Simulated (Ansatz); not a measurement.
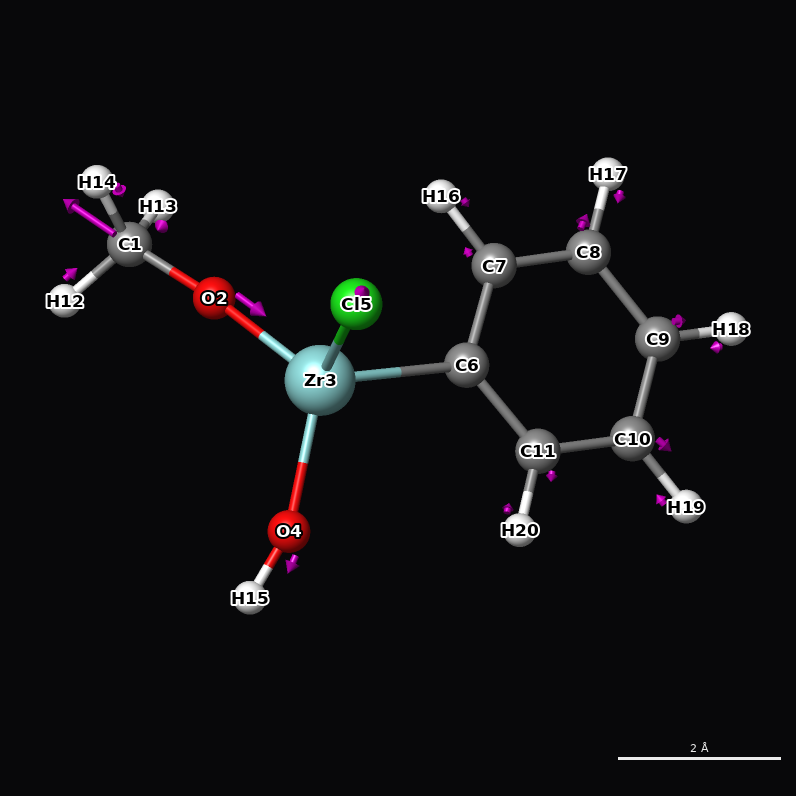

Arrows show the forces on the atoms, 2 Å of arrow for 1 eV/Å; forces under a tenth of the largest aren't drawn. Charge 0, singlet. Level of theory: ωB97M-V/def2-TZVPP (Ansatz 0.2.0).

**On which atom is the force largest, and how large is it?**

On C1: 0.44 eV/Å.

**Which bond do the forces act along most?**

C1–O2, now 1.392 Å: the forces push its atoms apart, so a first step downhill lengthens it.
